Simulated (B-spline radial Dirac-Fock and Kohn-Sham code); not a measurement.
**An X-ray data sheet for Ta⁴⁷⁺, step by step**

Aim: for the Ta⁴⁷⁺ ion, compute its X-ray form factor and Compton profile, the binding energy of each subshell and how cheaper methods do for the levels.

Program: B-spline radial Dirac-Fock and Kohn-Sham code, version 2. Model: a free atom or ion on a radial basis; each step names its model. All values are calculated, but those marked as tabulated.

### 1 What is computed

The Ta⁴⁷⁺ ion in the configuration [Ar] 3d8.

```yaml
nuclear_charge: 73
electrons: 26
mass_number: 181
nuclear_rms_radius: 5.3507 fm
```

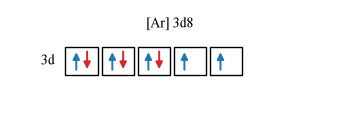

The shells outside the core; arrows follow Hund's rule for the drawing alone (heavy ions are jj-coupled), while the calculation averages over the configuration.

### 2 X-ray scattering functions

Model: Dirac-Fock average of configuration, finite nucleus; form factor of the spherical density, Waller-Hartree incoherent function, impulse-approximation Compton profiles.

The run's settings:

```ini
task = scatter
Z = 73
charge = 47
configuration = 1s2 2s2 2p6 3s2 3p6 3d8
mass_number = 181
rms_radius = 5.3507  # fm
s = [0.0, 0.05, 0.1, 0.15, 0.2, 0.25, 0.3, 0.35, 0.4, 0.45, 0.5, 0.6, 0.7, 0.8, 0.9, 1.0, 1.1, 1.2, 1.4, 1.6, 1.8, 2.0, 2.5, 3.0, 3.5, 4.0, 5.0, 6.0]  # 1/A
pz = [0, 0.1, 0.2, 0.3, 0.4, 0.5, 0.6, 0.8, 1.0, 1.2, 1.4, 1.6, 1.8, 2.0, 2.5, 3.0, 4.0, 5.0, 7.0, 10.0, 15.0, 20.0, 30.0, 40.0, 60.0, 100.0]  # a.u.
photon_energy = [17479.3, 20000, 30000, 50000, 100000, 200000, 500000, 1000000]  # eV
```

Results of the run (chosen fields of its result record, rounded):

```text
{
  "status": "converged",
  "form_factor [e]": [26.0, 25.987, 25.949, 25.884, 25.795, 25.68, 25.542, 25.379, 25.193, 24.984, 24.754, 24.231, 23.634, 22.969, 22.248, 21.48, 20.675, 19.842, 18.136, 16.434, 14.795, 13.268, 10.106, 7.9342, 6.5636, 5.7069, 4.6552, 3.8307],
  "incoherent": [2.2418e-11, 0.011115, 0.044404, 0.099692, 0.1767, 0.27502, 0.39416, 0.53351, 0.69238, 0.87, 1.0655, 1.5063, 2.0068, 2.5583, 3.1515, 3.7775, 4.4273, 5.0927, 6.4398, 7.7672, 9.0379, 10.229, 12.804, 14.845, 16.471, 17.798, 19.849, 21.336],
  "compton_total [1/a.u.]": [0.89904, 0.89899, 0.89884, 0.8986, 0.89826, 0.89782, 0.89728, 0.89591, 0.89415, 0.892, 0.88946, 0.88654, 0.88322, 0.87952, 0.8686, 0.85533, 0.82204, 0.78059, 0.67955, 0.5136, 0.29711, 0.17615, 0.071721, 0.034, 0.010811, 0.002119],
  "shells": ["1s1/2", "2s1/2", "2p1/2", "2p3/2", "3s1/2", "3p1/2", "3p3/2", "3d3/2", "3d5/2"],
  "occupation": [2.0, 2.0, 2.0, 4.0, 2.0, 2.0, 4.0, 3.2, 4.8],
  "mean_momentum [a.u.]": [75.49, 27.092, 35.708, 31.755, 14.217, 16.896, 15.781, 18.868, 18.463],
  "r2 [bohr^2]": 0.69967,
  "r_inverse [1/bohr]": 437.31,
  "r1 [bohr]": 3.6009,
  "coherent [b]": [317.8, 290.32, 198.5, 103.61, 37.234, 11.433, 2.1348, 0.56028],
  "incoherent_cross_section [b]": [2.1653, 2.6431, 4.3951, 6.7351, 8.8447, 8.9363, 7.1275, 5.3754],
  "radial_jk": {
    "3d": {"j0": [1.0, 0.99933, 0.99733, 0.994, 0.98935, 0.98341, 0.9762, 0.96775, 0.95809, 0.94726, 0.9353, 0.90819, 0.87717, 0.84271, 0.80529, 0.76544, 0.72367, 0.68051, 0.59207, 0.50388, 0.41914, 0.34032, 0.17856, 0.07129, 0.010232, -0.018761, -0.028783, -0.019614], "j2": [0.0, 0.00026757, 0.0010687, 0.0023988, 0.00425, 0.0066117, 0.0094701, 0.012809, 0.016609, 0.020849, 0.025504, 0.035957, 0.047737, 0.060592, 0.074253, 0.088446, 0.10289, 0.11733, 0.14517, 0.17018, 0.19104, 0.20688, 0.22309, 0.21058, 0.18057, 0.14428, 0.079684, 0.038837], "j4": [0.0, 2.8923e-08, 4.6212e-07, 2.334e-06, 7.3523e-06, 1.7874e-05, 3.6873e-05, 6.7896e-05, 0.00011502, 0.00018277, 0.00027611, 0.00056094, 0.0010144, 0.0016834, 0.0026136, 0.0038479, 0.0054237, 0.0073707, 0.012453, 0.01914, 0.027311, 0.03669, 0.062733, 0.086861, 0.10372, 0.1113, 0.10341, 0.080691], "r2": 0.036322, "r4": 0.0022375, "r6": 0.00020974}
  }
}
```

Form factor and incoherent function, every second point:

```
s (1/Å)  f (e)  f / N     S(s)
      0  26.00  1.000        0
  0.100  25.95  0.998  0.04440
  0.200  25.79  0.992   0.1767
  0.300  25.54  0.982   0.3942
  0.400  25.19  0.969   0.6924
  0.500  24.75  0.952    1.065
  0.700  23.63  0.909    2.007
  0.900  22.25  0.856    3.151
   1.10  20.67  0.795    4.427
   1.40  18.14  0.698    6.440
   1.80  14.80  0.569    9.038
   2.50  10.11  0.389    12.80
   3.50  6.564  0.252    16.47
   5.00  4.655  0.179    19.85
```

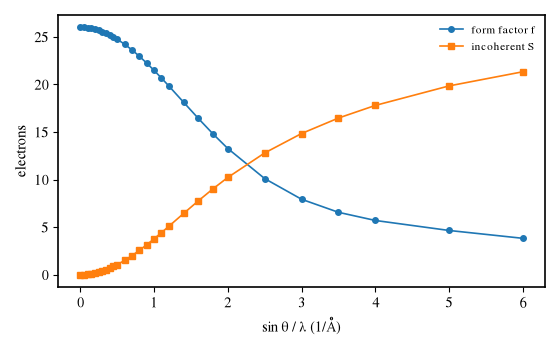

Form factor and incoherent scattering function.

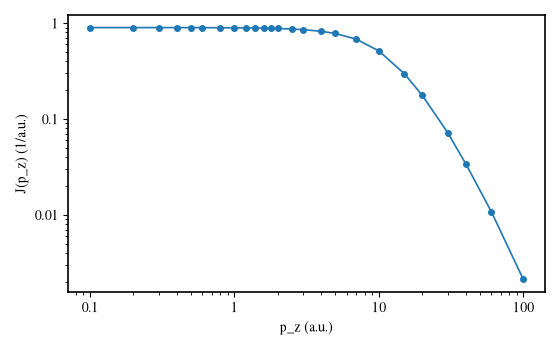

Compton profile, summed over all shells.

### 3 Binding energies

Model: Dirac-Fock average of configuration, Delta-SCF, finite nucleus, first-order Breit with its frequency dependence, self-energy and vacuum polarisation.

Recorded inputs:

```ini
task = binding
```

Results of the run (chosen fields of its result record, rounded):

```text
{
  "status": "converged",
  "shells": ["K", "L1", "L2", "L3", "M1", "M2", "M3", "M4,5"],
  "total_energy_parts [Ha]": [-13927.4841, 17.0841853, -1.74351913, -0.303748697, 13.2020259, -2.34985274],
  "koopmans [eV]": [70443.8, 14327.8, 13794.8, 12512.7, 5102.19, 4872.7, 4572.86, 4181.08],
  "dirac_coulomb [eV]": [70395.9, 14311.3, 13774.7, 12495.0, 5099.78, 4869.77, 4570.43, 4177.65],
  "gaunt [eV]": [-240.533, -26.9587, -45.6308, -31.5574, -5.86572, -9.79613, -6.70985, -3.86713],
  "retardation [eV]": [17.9082, 2.22683, 4.85178, 4.87021, 0.550552, 1.1074, 1.11684, 0.56837],
  "breit_frequency [eV]": [3.75363, -0.310425, -0.0362792, 1.67776, -0.0829071, -0.0881379, 0.369349, -0.00816051],
  "self_energy [eV]": [-141.147, -20.3933, -0.147342, -1.55179, -5.00093, -0.188769, -0.466128, 0.17418],
  "vacuum_polarisation [eV]": [26.3628, 3.56494, 0.149066, -0.12084, 0.846695, 0.0442716, -0.0294319, -0.0314183],
  "binding [eV]": [70062.3, 14269.4, 13733.8, 12468.4, 5090.23, 4860.85, 4564.71, 4174.48],
  "mean_radius [bohr]": [0.0186596, 0.0780074, 0.0646898, 0.072401, 0.198052, 0.187831, 0.20055, 0.178417]
}
```

total_energy_parts: Dirac-Coulomb, Gaunt, retardation, frequency dependence, self-energy, vacuum polarisation. 

Each level as Koopmans' value plus corrections (eV):

```
level       -ε  relaxation    Breit      QED  binding
    K  70443.8      -47.88  -218.87  -114.78  70062.3
   L1  14327.8      -16.48   -25.04   -16.83  14269.4
   L2  13794.8      -20.14   -40.82     0.00  13733.8
   L3  12512.7      -17.68   -25.01    -1.67  12468.4
   M1   5102.2       -2.41    -5.40    -4.15   5090.2
   M2   4872.7       -2.93    -8.78    -0.14   4860.8
   M3   4572.9       -2.44    -5.22    -0.50   4564.7
 M4,5   4181.1       -3.44    -3.31     0.14   4174.5
```

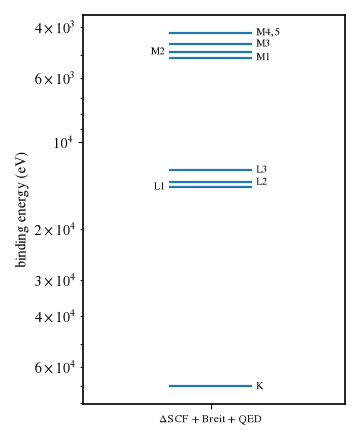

The levels on a logarithmic scale.

Line energies follow by subtraction:

```
       line  energy (eV)
 Kβ1 (K-M3)      65497.6
 Kβ3 (K-M2)      65201.4
 Kα1 (K-L3)      57593.9
 Kα2 (K-L2)      56328.4
Lβ3 (L1-M3)       9704.7
Lβ4 (L1-M2)       9408.6
 Lη (L2-M1)       8643.6
 Lℓ (L3-M1)       7378.1
```

### 4 Dirac LDA, for comparison

Model: Dirac-Kohn-Sham LDA (Slater exchange, VWN correlation), finite nucleus, spherical and without spin polarisation.

Recorded inputs:

```ini
task = binding-ladder
method = lda,vwn
relativity = dirac
```

Results of the run (chosen fields of its result record, rounded):

```text
{
  "status": "converged",
  "shells": ["K", "L1", "L2", "L3", "M1", "M2", "M3", "M4,5"],
  "minus_eigenvalue [eV]": [69801.8, 14083.7, 13594.5, 12316.6, 4994.39, 4785.77, 4489.56, 4112.22],
  "delta_scf [eV]": [70385.2, 14219.3, 13759.7, 12463.9, 5052.05, 4846.55, 4546.67, 4176.81],
  "total_energy [Ha]": -13920.8239,
  "dirac_fock_binding [eV]": [70062.3, 14269.4, 13733.8, 12468.4, 5090.23, 4860.85, 4564.71, 4174.48]
}
```

Against the Dirac-Fock value with Breit and QED (eV):

```
level       -ε    miss     ΔSCF    miss  Dirac-Fock
    K  69801.8  -260.5  70385.2  +323.0     70062.3
   L1  14083.7  -185.7  14219.3   -50.1     14269.4
   L2  13594.5  -139.3  13759.7   +25.8     13733.8
   L3  12316.6  -151.7  12463.9    -4.5     12468.4
   M1   4994.4   -95.8   5052.1   -38.2      5090.2
   M2   4785.8   -75.1   4846.5   -14.3      4860.8
   M3   4489.6   -75.1   4546.7   -18.0      4564.7
 M4,5   4112.2   -62.3   4176.8    +2.3      4174.5
```

### 5 The levels by non-relativistic HF

Model: non-relativistic Hartree-Fock, average of configuration, point nucleus.

Recorded inputs:

```ini
task = binding-ladder
method = hf
relativity = nr
```

Results of the run (chosen fields of its result record, rounded):

```text
{
  "status": "converged",
  "shells": ["1s", "2s", "2p", "3s", "3p", "3d"],
  "minus_eigenvalue [eV]": [65062.1, 12871.6, 12433.7, 4704.3, 4507.31, 4172.16],
  "delta_scf [eV]": [65021.9, 12857.8, 12417.0, 4702.35, 4505.01, 4168.76],
  "total_energy [Ha]": -13130.5054
}
```

Against the Dirac-Fock value with Breit and QED (eV):

```
level       -ε     miss     ΔSCF     miss  Dirac-Fock
   1s  65062.1  -5000.1  65021.9  -5040.4     70062.3
   2s  12871.6  -1397.8  12857.8  -1411.6     14269.4
   2p  12433.7   -456.5  12417.0   -473.2     12890.2
   3s   4704.3   -385.9   4702.4   -387.9      5090.2
   3p   4507.3   -156.1   4505.0   -158.4      4663.4
   3d   4172.2     -2.3   4168.8     -5.7      4174.5
```

Spin-orbit partners are averaged with weights 2j + 1.

### 6 Cost and miss by method

| method | level | eigenvalue miss (%) | ΔSCF miss (%) | time |
| --- | --- | --- | --- | --- |
| Dirac LDA | K | -0.37 | +0.46 | 0.86 s |
| non-relativistic HF | 1s | -7.14 | -7.19 | 0.13 s |
| Dirac-Fock + Breit + QED | all | - | reference | 1.6 s |

Times cover the ground state and all hole states of a step, on one thread of a shared host; states solved in an earlier step are reused, and a first call can include compiling.

### 7 What came out

| quantity | value |
| --- | --- |
| rms radius of the electron cloud | 0.164 bohr |
| form factor halves at | 2.0 1/Å |
| Compton profile at zero | 0.8990 1/a.u. |
| deepest level listed, K (1s) | 70062.3 eV |
| least bound, M4,5 (3d) | 4174.5 eV |
| Kα1 | 57593.9 eV |
| ionisation energy, NIST (theoretical) | 4143.00 eV |
| Dirac LDA, K: eigenvalue / ΔSCF | 69801.8 / 70385.2 eV |
| non-relativistic HF, 1s: eigenvalue / ΔSCF | 65062.1 / 65021.9 eV |

**Reading.** The form factor starts at the 26 electrons and halves by s = 2.0 1/Å. Incoherent scattering outweighs coherent from 500 keV on, among the energies asked. For K (1s), relaxation takes off 47.9 eV, Breit terms shift it by -218.87 and QED by -114.78 eV. NIST's ionisation energy differs by -31.48 eV from the least binding energy; the calculation averages open shells over their j components and terms. Dirac LDA misses the K level by -0.4 % with its eigenvalue and by +0.5 % with ΔSCF. Breit and QED terms, which only the reference holds, shift this level by tenths of a per cent, so the eigenvalue's nearness can be cancellation. Non-relativistic HF misses the 1s level by -7.1 % with its eigenvalue and by -7.2 % with ΔSCF, as relativity is missing. The Hartree-Fock and Dirac-Fock values hold no electron correlation.
